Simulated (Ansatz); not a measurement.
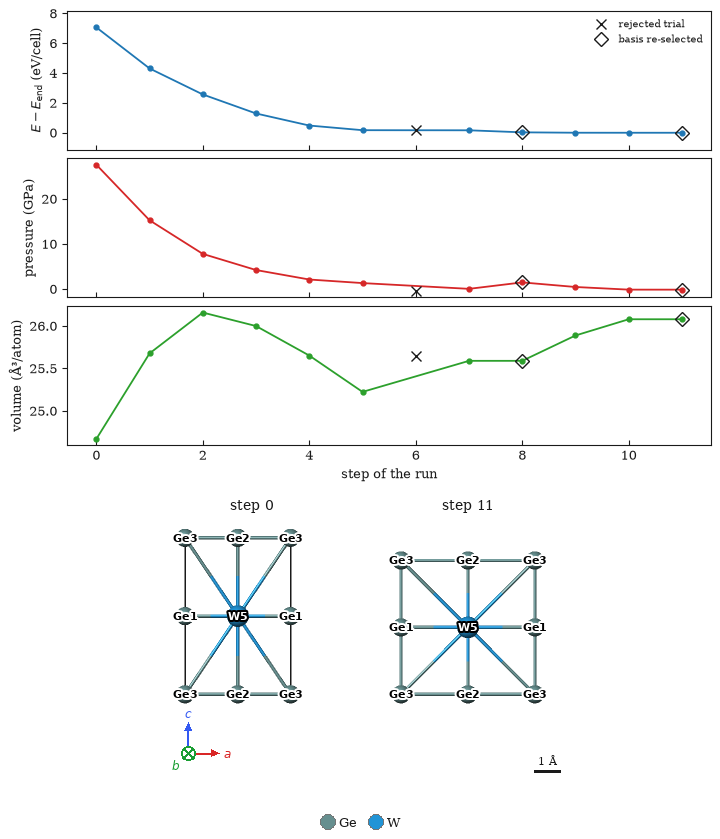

First and last geometry of a relaxation of crystalline Ge3W2 (a generated structure, set up in Pmmm) (coarse preliminary run), with the history of the run. A ball-and-stick model of the cell of the calculation, seen along the b axis.

The calculation used Ansatz 0.2.0, DFT PBE, scalar-relativistic, plane waves, PAW. Settings: plane-wave cutoff 420 eV; k-point mesh 4 × 4 × 4; occupations gaussian; smearing width 0.1 eV; no spin polarisation; cell and atoms relaxed; force threshold 0.04 eV/Å; at most 70 steps.

Question: Did the run converge, and what did it change?

Answer: It converged. No atom moves by more than 0.005 Å relative to the cell. The drawn cell changes as follows: a 4.074 → 5.170 Å (+26.9 %), b 5.012 → 4.879 Å (−2.7 %), c 6.042 → 5.170 Å (−14.4 %); the volume changes by +5.7 %. Near-neighbour distances that change, for instance: Ge–Ge 2.037 → 2.585 Å, Ge–W 2.037 → 2.585 Å, Ge–Ge 3.021 → 2.585 Å, Ge–W 3.021 → 2.585 Å. The space group (tolerance 0.01 Å) goes from Pmmm (No. 47) to P4/mmm (No. 123). The energy falls by 7.067 eV per cell of the calculation in 8 accepted moves (11 points after the start). All forces vanish by symmetry, so only the cell relaxes. Pressure: 27.60 GPa at the start and −0.14 GPa at the end. The line search rejected the trial step at point 6 of the run. The SCF was repeated twice at an unchanged geometry on a basis and grid sized afresh for the cell, which shifted the energy by 0.136 eV per cell of the calculation at most. Cost: 89 s on 1 thread of Intel(R) Xeon(R) Platinum 8488C (Sapphire Rapids) (shared host), peak memory 0.52 GiB.

Limits of the set-up: the k-point mesh is coarse for a cell with partly filled bands.
